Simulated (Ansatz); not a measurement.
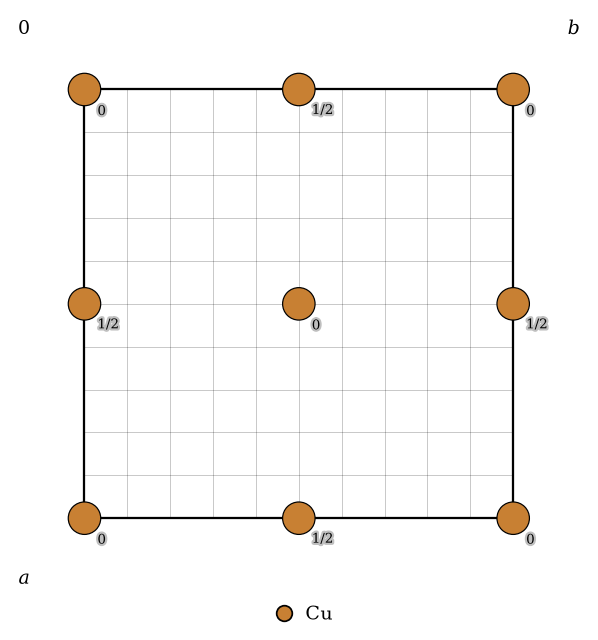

Plan of a unit cell projected along c (a down the page, b across); the numbers are heights as fractions of c, and atoms on the cell's edges are repeated. The grid marks tenths of a and b. Source: the input geometry of an electronic-structure calculation (not necessarily at equilibrium). Symmetry computed with spglib at a tolerance of 0.002 Å; standard conventional cell.

a = 3.610 Å, b = 3.610 Å, c = 3.610 Å, α = 90.00°, β = 90.00°, γ = 90.00°.

Question: What does the cell contain?

Answer: 4 Cu: Cu, Z = 4.

Question: Which space group?

Answer: Fm-3m (No. 225), face-centred cubic.

Question: Give the independent sites, coordinates to two places.

Answer:
```csv
atom,site,symmetry,x,y,z
Cu,4a,m-3m,0.00,0.00,0.00
```
